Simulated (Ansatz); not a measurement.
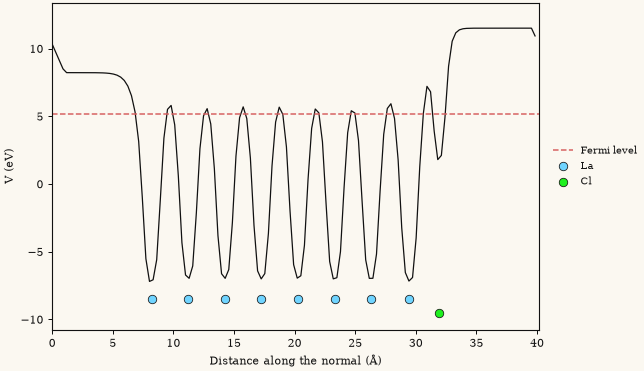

Plane-averaged electrostatic potential energy of an electron across the slab; circles at the bottom mark the heights of the atoms (positions after relaxation).

Calculation on a (001) slab cut from La (P6_3/mmc), of composition La8Cl (not the bulk's), ended by La planes, 9 atoms in the cell; a = 3.77 Å, b = 3.77 Å, c = 40.13 Å, α = 90.00°, β = 90.00°, γ = 120.00°.

Computed with Ansatz 0.2.0: DFT PBE, scalar-relativistic, plane waves, PAW, no spin polarisation, 9×9×1 k mesh, Gaussian smearing of 0.1 eV.

> Read off the work function of each face.

The work function is 6.36 eV at the right face and 3.07 eV at the left.

> Do the two faces differ, and what does that say about the slab's dipole?

The vacuum level is 3.29 eV higher at the right than at the left, so the slab carries a dipole along its normal; the ramp in the vacuum, at or near the edge of the plot, is the dipole correction that keeps each side flat. Some atoms were held fixed in the relaxation, which can itself make the faces differ.

> How thick are slab and vacuum?

The outermost atoms are 23.7 Å apart, which leaves 16.4 Å of vacuum in a cell 40.1 Å high.

The electron count is odd and the run has no spin polarisation, so a magnetic state may lie lower.
